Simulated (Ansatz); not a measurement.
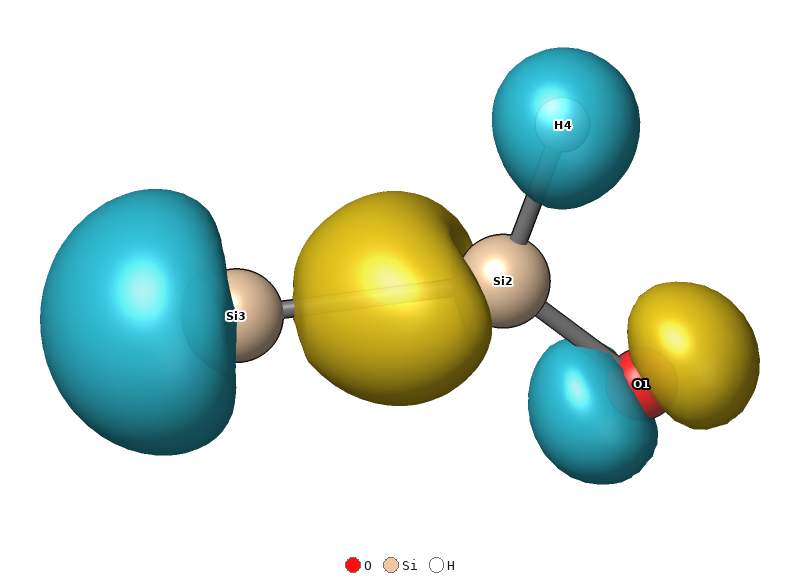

Figure 1: HOSi2 (SMILES [O-][SiH]=[Si]) (charge −1, triplet). The HOMO (β) at ±0.15 Å⁻³ᐟ² (yellow and cyan are the two phases), seen at a tilt.

Geometry: r2SCAN-D4/def2-SVPD.

Theory: isolated molecule in a Gaussian basis; Kohn-Sham density functional theory, functional PBE0 (Ansatz).

| atom | x (Å) | y (Å) | z (Å) |
| --- | --- | --- | --- |
| O | -3.7478 | -1.9105 | -0.7108 |
| Si | -3.2056 | -1.0695 | 0.5140 |
| Si | -2.8076 | -1.5498 | 2.7373 |
| H | -2.8806 | 0.3791 | 0.1092 |

### Where does this orbital lie, and at what energy?

It lies mainly on Si3 (about 50 %), O1 (about 20 %), Si2 (about 20 %) and H4 (about 10 %); it is symmetric in the molecular plane (an in-plane orbital: σ, lone-pair or in-plane π type). Its energy is −1.53 eV.
